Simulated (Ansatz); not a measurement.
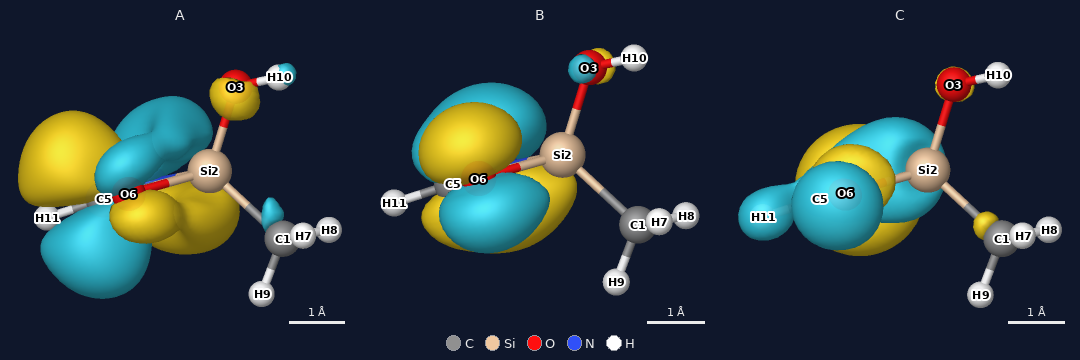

C₂H₅NO₂Si. Three frontier orbitals at ±0.1 Å⁻³ᐟ² (yellow and cyan are the two phases), in no order.

These are results of RKS r2SCANh/def2-SVP in Ansatz 0.2.0, not measurements.

The calculation's input:

```
crystal:
  periodic: [false, false, false]
  atoms:
    - { symbol: C, position_ang: [-0.3846, -0.9552, 1.2867] }
    - { symbol: Si, position_ang: [0.3485, 0.0522, -0.0388] }
    - { symbol: O, position_ang: [0.06276, -0.36155, -1.56737] }
    - { symbol: "N", position_ang: [0.00211, 1.68535, 0.07496] }
    - { symbol: C, position_ang: [1.25977, 1.96705, 0.22309] }
    - { symbol: O, position_ang: [1.84418, 0.72093, 0.12999] }
    - { symbol: H, position_ang: [-0.0289, -1.9354, 1.3106] }
    - { symbol: H, position_ang: [-1.4802, -0.9554, 1.1407] }
    - { symbol: H, position_ang: [-0.249, -0.4564, 2.3046] }
    - { symbol: H, position_ang: [0.60274, -1.11864, -1.95066] }
    - { symbol: H, position_ang: [1.90099, 2.82087, 0.37149] }
basis:
  gaussian: { orbitals: def2-SVP }
hamiltonian:
  xc: r2scanh
relax:
  f_tol: 0.015
  max_steps: 40
output:
  orbitals: {}
```

Command:

```sh
ansatz run input.yaml --threads 2 --pin off --max-ram 3072MiB --backend cpu --events-out ev --progress --plain --runs-dir out
```

The fields are those of the relaxed geometry.

> Order the three orbitals by energy and name them.

B is the HOMO−1 (−7.16 eV). By Hirshfeld shares it lies mainly on N4 (about 40 %), O6 (about 40 %) and C5 (about 15 %); largely a combination of lone pairs on N4 and O6. C is the HOMO (−6.85 eV). Its weight (Hirshfeld) is mainly on N4 (about 60 %), O6 (about 20 %), C5 (about 10 %) and Si2 (about 10 %). A is the LUMO (−0.41 eV). Its weight (Hirshfeld) is mainly on C5 (about 45 %), N4 (about 25 %), Si2 (about 10 %) and O6 (about 10 %).

> What is the HOMO–LUMO gap?

6.44 eV between the orbital energies.
